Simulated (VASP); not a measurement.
Consider the following.

```
Ag
1.0
    0.00000     2.03455     2.03455
    2.03455     0.00000     2.03455
    2.03455     2.03455     0.00000
Ag
1
Direct
  0.00000   0.00000   0.00000
```

Calculation: PBE GGA with D3 dispersion (Becke-Johnson damping), VASP's PBE PAW potentials (set 64) (plane waves; VASP). Settings: 520 eV cut-off, 17×17×17 Γ-centred mesh, tetrahedra with Blöchl corrections, potentials Ag.

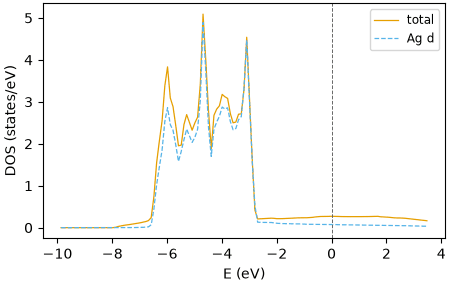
Total and projected density of states, zero at the Fermi level

Within 2 eV below the Fermi level the largest weight inside VASP's projection spheres is Ag d, then Ag p.

It has no gap at this level: it comes out as a metal or semimetal.

The compound is Ag in the fcc structure. It was relaxed first.
